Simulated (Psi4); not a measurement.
# [NH2]− (SMILES [NH2-]) at HF/STO-3G

What is the vertical singlet–triplet gap of [NH2]− at HF/STO-3G? 

Program for the calculation: Psi4 1.11.

5 further runs of the same task are left out: 2 that didn't finish, 3 set aside as unsound or not needed.

### Step 1. The structure to begin with

The species is [NH2]− (3 atoms), meant as a singlet with charge -1. SMILES: `[NH2-]`. Geometry: relaxed at PBE0-D4/def2-TZVPD.

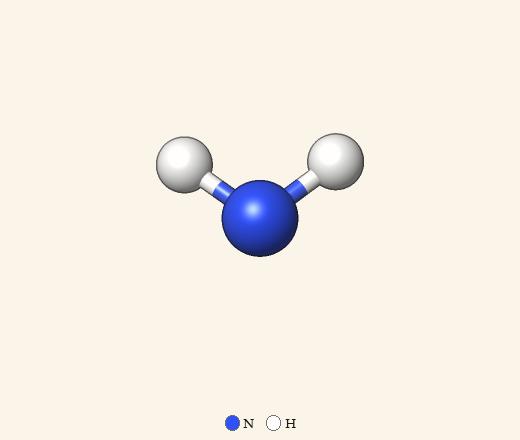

The structure, seen from a chosen angle (nitrogen blue, hydrogen white).

### Step 2. Energy and forces at HF/STO-3G

h2n_ase.py reads:

```python
import numpy as np
from ase.calculators.psi4 import Psi4
from ase import Atoms

atoms = Atoms(['N', 'H', 'H'], positions=[
    [0.342200, -0.203000, 0.168700],
    [0.125500, 0.801200, 0.156000],
    [-0.467700, -0.598200, -0.324700],
])
calc = Psi4(atoms=atoms, method='scf', basis='STO-3G', memory='1600MB', num_threads=1, charge=-1, multiplicity=1, label='h2n')
calc.psi4.set_options({'puream': True, 'e_convergence': 1e-09, 'd_convergence': 1e-08, 'scf_type': 'pk'})
atoms.calc = calc

forces = atoms.get_forces()
print(f'energy: {atoms.get_potential_energy():.6f} eV')
print('forces / eV A^-1')
print(np.round(forces, 5))
```

On the command line:

```
python h2n_ase.py
```

h2n.dat:

```text
gradient() will perform analytic gradient computation.

   => Loading Basis Set <=

    Name: STO-3G
    Role: ORBITAL
    Keyword: BASIS

         ---------------------------------------------------------
                                   SCF
                              RHF Reference
                        1 Threads,   1525 MiB Core
         ---------------------------------------------------------

  ==> Geometry <==

    Molecular point group: c1
    Full point group: C1

    Geometry (in Angstrom), charge = -1, multiplicity = 1:

       Center              X                  Y                   Z               Mass
    ------------   -----------------  -----------------  -----------------  -----------------
         N            0.064588988089    -0.038315501409     0.031841502895    14.003074004430
         H           -0.152111011911     0.965884498591     0.019141502895     1.007825032230
         H           -0.745311011911    -0.433515501409    -0.461558497105     1.007825032230

  Running in c1 symmetry.

  Rotational constants: A =     22.76656  B =     13.16403  C =      8.34107 [cm^-1]
  Rotational constants: A = 682524.20097  B = 394647.80420  C = 250059.11399 [MHz]
  Nuclear repulsion =    7.542852415995356

  Charge       = -1
  Multiplicity = 1
  Electrons    = 10
  Nalpha       = 5
  Nbeta        = 5

  ==> Algorithm <==

  SCF Algorithm Type is PK.
  DIIS enabled.
  MOM disabled.
  Fractional occupation disabled.
  Guess Type is SAD.
  Energy threshold   = 1.00e-09
  Density threshold  = 1.00e-08
  Integral threshold = 1.00e-12

  ==> Primary Basis <==

  Basis Set: STO-3G
    Blend: STO-3G
    Number of shells: 5
    Number of basis functions: 7
    Number of Cartesian functions: 7
    Spherical Harmonics?: true
    Max angular momentum: 1

  ==> Integral Setup <==

  Using in-core PK algorithm.
   Calculation information:
      Number of atoms:                   3
      Number of AO shells:               5
      Number of primitives:             15
      Number of atomic orbitals:         7
      Number of basis functions:         7

      Integral cutoff                 1.00e-12
      Number of threads:                 1

  Performing in-core PK
  Using 812 doubles for integral storage.
  We computed 120 shell quartets total.
  Whereas there are 120 unique shell quartets.

  ==> DiskJK: Disk-Based J/K Matrices <==

    J tasked:                  Yes
    K tasked:                  Yes
    wK tasked:                  No
    Memory [MiB]:             1144
    Schwarz Cutoff:          1E-12

  Minimum eigenvalue in the overlap matrix is 2.9989419410E-01.
  Reciprocal condition number of the overlap matrix is 1.5388253003E-01.
    Using symmetric orthogonalization.

  ==> Pre-Iterations <==

  SCF Guess: Superposition of Atomic Densities via on-the-fly atomic UHF (no occupation information).

   -------------------------
    Irrep   Nso     Nmo
   -------------------------
     A          7       7
   -------------------------
    Total       7       7
   -------------------------

  ==> Iterations <==

                        Total Energy        Delta E     RMS |[F,P]|

   @RHF iter SAD:   -53.82833532935283   -5.38283e+01   0.00000e+00
   @RHF iter   1:   -54.46014770152281   -6.31812e-01   5.51072e-02 DIIS/ADIIS
   @RHF iter   2:   -54.57716522322545   -1.17018e-01   4.40155e-03 DIIS/ADIIS
   @RHF iter   3:   -54.57784049511272   -6.75272e-04   1.17388e-03 DIIS/ADIIS
   @RHF iter   4:   -54.57791570864618   -7.52135e-05   1.66504e-04 DIIS/ADIIS
   @RHF iter   5:   -54.57791784809949   -2.13945e-06   2.08075e-05 DIIS
   @RHF iter   6:   -54.57791787885484   -3.07554e-08   1.38156e-07 DIIS
   @RHF iter   7:   -54.57791787885625   -1.41398e-12   2.14964e-10 DIIS
  Energy and wave function converged.

  ==> Post-Iterations <==

    Orbital Energies [Eh]
    ---------------------

    Doubly Occupied:

       1A    -14.613640     2A     -0.541669     3A     -0.082329
       4A      0.114482     5A      0.198757

    Virtual:

       6A      1.136209     7A      1.203153

    Final Occupation by Irrep:
              A
    DOCC [     5 ]
    NA   [     5 ]
    NB   [     5 ]

  @RHF Final Energy:   -54.57791787885625

   => Energetics <=

    Nuclear Repulsion Energy =              7.5428524159953563
    One-Electron Energy =                 -94.3927413530407904
    Two-Electron Energy =                  32.2719710581891803
    Total Energy =                        -54.5779178788562547

Computation Completed

Properties will be evaluated at   0.000000,   0.000000,   0.000000 [a0]

Properties computed using the SCF density matrix

 Multipole Moments:

 ------------------------------------------------------------------------------------
     Multipole            Electronic (a.u.)      Nuclear  (a.u.)        Total (a.u.)
 ------------------------------------------------------------------------------------

 L = 1.  Multiply by 2.5417464519 to convert [e a0] to [Debye]
 Dipole X            :          0.5740982           -0.8414934           -0.2673951
 Dipole Y            :         -0.3405497            0.4991910            0.1586412
 Dipole Z            :          0.2830245           -0.4148449           -0.1318204
 Magnitude           :                                                    0.3377037

 ------------------------------------------------------------------------------------

	total time  =          1 seconds =       0.02 minutes

         ------------------------------------------------------------
                                   SCF GRAD
         ------------------------------------------------------------

  ==> Geometry <==

    Molecular point group: c1
    Full point group: C1

    Geometry (in Angstrom), charge = -1, multiplicity = 1:

       Center              X                  Y                   Z               Mass
    ------------   -----------------  -----------------  -----------------  -----------------
         N            0.064588988089    -0.038315501409     0.031841502895    14.003074004430
         H           -0.152111011911     0.965884498591     0.019141502895     1.007825032230
         H           -0.745311011911    -0.433515501409    -0.461558497105     1.007825032230

  Nuclear repulsion =    7.542852415995356

  ==> Basis Set <==

  Basis Set: STO-3G
    Blend: STO-3G
    Number of shells: 5
    Number of basis functions: 7
    Number of Cartesian functions: 7
    Spherical Harmonics?: true
    Max angular momentum: 1

  ==> DirectJKGrad: Integral-Direct SCF Gradients <==

    Gradient:                    1
    J tasked:                  Yes
    K tasked:                  Yes
    wK tasked:                  No
    Integrals threads:           1
    Schwarz Cutoff:          1E-12

  -Total Gradient:
     Atom            X                  Y                   Z
    ------   -----------------  -----------------  -----------------
       1       -0.060879529192     0.036126835660    -0.030011514524
       2        0.023191028493    -0.035173953035     0.009130636039
       3        0.037688500699    -0.000952882624     0.020880878485

	total time  =          0 seconds =       0.00 minutes
```

The script printed:

```text
energy: -1485.140792 eV
forces / eV A^-1
[[ 3.13055 -1.85772  1.54325]
 [-1.19253  1.80872 -0.46952]
 [-1.93802  0.049   -1.07374]]
```

Wall time 5.7 s (1 thread of Intel Xeon at 2.50GHz (Skylake/Cascade Lake), shared host); peak memory 0.19 GiB.

### Step 3. The triplet: a single-point energy at UHF/STO-3G

input.json reads:

```json
{
  "schema_name": "qcschema_input",
  "schema_version": 1,
  "molecule": {
    "schema_name": "qcschema_molecule",
    "schema_version": 2,
    "symbols": ["N", "H", "H"],
    "geometry": [0.64666428, -0.3836144, 0.3187968, 0.23716063, 1.51404857, 0.29479728, -0.88382491, -1.13043417, -0.61359407],
    "molecular_charge": -1,
    "molecular_multiplicity": 3,
    "fix_symmetry": "c1"
  },
  "driver": "energy",
  "model": {
    "method": "hf",
    "basis": "STO-3G"
  },
  "keywords": {
    "reference": "uhf",
    "puream": true,
    "e_convergence": 1e-09,
    "d_convergence": 1e-08,
    "scf_type": "pk",
    "maxiter": 100
  }
}
```

On the command line:

```
psi4 --qcschema input.json -n 1 --memory 1600MB
```

stdout:

```text
Psi4 1.11 release

   => Loading Basis Set <=

    Name: STO-3G
    Role: ORBITAL
    Keyword: BASIS

         ---------------------------------------------------------
                                   SCF
                              UHF Reference
                        1 Threads,   1525 MiB Core
         ---------------------------------------------------------

  ==> Geometry <==

    Molecular point group: c1
    Full point group: Cs

    Geometry (in Bohr), charge = -1, multiplicity = 3:

       Center              X                  Y                   Z               Mass
    ------------   -----------------  -----------------  -----------------  -----------------
         N            0.135911492619    -0.072724459650     0.000000000000    14.003074004430
         H           -0.233550998731     1.833290081616    -0.000000000000     1.007825032230
         H           -1.654850884870    -0.822830966352     0.000000000000     1.007825032230

  Running in c1 symmetry.

  Rotational constants: A =     22.76656  B =     13.16403  C =      8.34107 [cm^-1]
  Rotational constants: A = 682524.20432  B = 394647.80384  C = 250059.11429 [MHz]
  Nuclear repulsion =    7.542852420928845

  Charge       = -1
  Multiplicity = 3
  Electrons    = 10
  Nalpha       = 6
  Nbeta        = 4

  ==> Algorithm <==

  SCF Algorithm Type is PK.
  DIIS enabled.
  MOM disabled.
  Fractional occupation disabled.
  Guess Type is SAD.
  Energy threshold   = 1.00e-09
  Density threshold  = 1.00e-08
  Integral threshold = 1.00e-12

  ==> Primary Basis <==

  Basis Set: STO-3G
    Blend: STO-3G
    Number of shells: 5
    Number of basis functions: 7
    Number of Cartesian functions: 7
    Spherical Harmonics?: true
    Max angular momentum: 1

  ==> Integral Setup <==

  Using in-core PK algorithm.
   Calculation information:
      Number of atoms:                   3
      Number of AO shells:               5
      Number of primitives:             15
      Number of atomic orbitals:         7
      Number of basis functions:         7

      Integral cutoff                 1.00e-12
      Number of threads:                 1

  Performing in-core PK
  Using 812 doubles for integral storage.
  We computed 120 shell quartets total.
  Whereas there are 120 unique shell quartets.

  ==> DiskJK: Disk-Based J/K Matrices <==

    J tasked:                  Yes
    K tasked:                  Yes
    wK tasked:                  No
    Memory [MiB]:             1144
    Schwarz Cutoff:          1E-12

  Minimum eigenvalue in the overlap matrix is 2.9989419370E-01.
  Reciprocal condition number of the overlap matrix is 1.5388252980E-01.
    Using symmetric orthogonalization.

  ==> Pre-Iterations <==

  SCF Guess: Superposition of Atomic Densities via on-the-fly atomic UHF (no occupation information).

   -------------------------
    Irrep   Nso     Nmo
   -------------------------
     A          7       7
   -------------------------
    Total       7       7
   -------------------------

  ==> Iterations <==

                        Total Energy        Delta E     RMS |[F,P]|

   @UHF iter SAD:   -53.82833533061199   -5.38283e+01   0.00000e+00
   @UHF iter   1:   -54.19449322230136   -3.66158e-01   3.09266e-02 DIIS/ADIIS
   @UHF iter   2:   -54.23397091274425   -3.94777e-02   2.94706e-03 DIIS/ADIIS
   @UHF iter   3:   -54.23435641570391   -3.85503e-04   6.80165e-04 DIIS/ADIIS
   @UHF iter   4:   -54.23438845532228   -3.20396e-05   1.87208e-04 DIIS/ADIIS
   @UHF iter   5:   -54.23439122458937   -2.76927e-06   5.99519e-05 DIIS
   @UHF iter   6:   -54.23439155372254   -3.29133e-07   1.10450e-05 DIIS
   @UHF iter   7:   -54.23439157061007   -1.68875e-08   5.53388e-06 DIIS
   @UHF iter   8:   -54.23439159650555   -2.58955e-08   4.07334e-06 DIIS
   @UHF iter   9:   -54.23439162395830   -2.74528e-08   1.45634e-07 DIIS
   @UHF iter  10:   -54.23439162396191   -3.60956e-12   3.26132e-08 DIIS
   @UHF iter  11:   -54.23439162396201   -9.94760e-14   7.65298e-09 DIIS
  Energy and wave function converged.

  ==> Post-Iterations <==

   @Spin Contamination Metric:   3.791395696E-03
   @S^2 Expected:                2.000000000E+00
   @S^2 Observed:                2.003791396E+00
   @S   Expected:                1.000000000E+00
   @S   Observed:                1.000000000E+00

    Orbital Energies [Eh]
    ---------------------

    Alpha Occupied:

       1A    -14.714029     2A     -0.664634     3A     -0.125713
       4A     -0.017756     5A      0.009539     6A      0.590567

    Alpha Virtual:

       7A      1.101189

    Beta Occupied:

       1A    -14.656794     2A     -0.441575     3A     -0.041168
       4A      0.092233

    Beta Virtual:

       5A      0.820008     6A      1.217565     7A      1.253600

    Final Occupation by Irrep:
              A
    DOCC [     4 ]
    SOCC [     2 ]
    NA   [     6 ]
    NB   [     4 ]

  @UHF Final Energy:   -54.23439162396201

   => Energetics <=

    Nuclear Repulsion Energy =              7.5428524209288454
    One-Electron Energy =                 -93.5851580871794226
    Two-Electron Energy =                  31.8079140422885622
    Total Energy =                        -54.2343916239620114

  UHF NO Occupations:
  HONO-2 :    4  A 1.9981025
  HONO-1 :    5  A 1.0000000
  HONO-0 :    6  A 1.0000000
  LUNO+0 :    7  A 0.0018975

Computation Completed

Properties will be evaluated at   0.000000,   0.000000,   0.000000 [a0]

Properties computed using the SCF density matrix

 Multipole Moments:

 ------------------------------------------------------------------------------------
     Multipole            Electronic (a.u.)      Nuclear  (a.u.)        Total (a.u.)
 ------------------------------------------------------------------------------------

 L = 1.  Multiply by 2.5417464519 to convert [e a0] to [Debye]
 Dipole X            :          1.2466772           -0.9370214            0.3096558
 Dipole Y            :         -0.6666825            0.5013879           -0.1652946
 Dipole Z            :          0.0000000           -0.0000000            0.0000000
 Magnitude           :                                                    0.3510114

 ------------------------------------------------------------------------------------

	total time  =          1 seconds =       0.02 minutes

    Psi4 run time: 0:00:01.71
```

The result, in JSON:

```text
{
 "driver": "energy",
 "model": {
  "method": "hf",
  "basis": "STO-3G"
 },
 "success": true,
 "return_result": -54.23439162396201,
 "properties": {
  "calcinfo_nbasis": 7,
  "calcinfo_nmo": 7,
  "calcinfo_nalpha": 6,
  "calcinfo_nbeta": 4,
  "calcinfo_natom": 3,
  "nuclear_repulsion_energy": 7.5428524209288454,
  "return_energy": -54.23439162396201,
  "scf_one_electron_energy": -93.58515808717942,
  "scf_two_electron_energy": 31.807914042288562,
  "scf_dipole_moment": [0.30965577640401165, -0.1652945598120651, 1.0970253645177159e-16],
  "scf_total_energy": -54.23439162396201,
  "scf_iterations": 11
 }
}
```

Wall time 5.1 s (1 thread of Intel Xeon at 2.50GHz (Skylake/Cascade Lake), shared host); peak memory 0.18 GiB.

### Step 4. Summary of results

At HF/STO-3G:

```
                                                      quantity         value
                                         singlet: total energy  -54.57792 Eh
                                          singlet: HOMO energy       5.41 eV
                                          singlet: LUMO energy      30.92 eV
singlet: HOMO–LUMO gap (to an unbound level, set by the basis)      25.51 eV
                             singlet: largest force on an atom    3.954 eV/Å
                                         triplet: total energy  -54.23439 Eh
                   triplet: HOMO energy (highest over α and β)      16.07 eV
                    triplet: LUMO energy (lowest over α and β)      22.31 eV
                                                 triplet: ⟨S²⟩         2.004
              vertical energy of the triplet above the singlet      9.348 eV
```

In words: At this shape the triplet lies 9.35 eV (216 kcal/mol) above the singlet. For an anion a state so high probably lies above electron detachment. The largest force (singlet) is 3.95 eV/Å: the shape isn't a stationary point for this species at this level. In a minimal basis such a difference can be off by several eV, whatever the method. The HOMO (singlet) lies at positive energy, 5.41 eV: the electron is unbound at this level or held by a compact basis; values depend on the basis. The HOMO (triplet) lies at positive energy, 16.07 eV: the electron is unbound at this level or held by a compact basis; values depend on the basis.
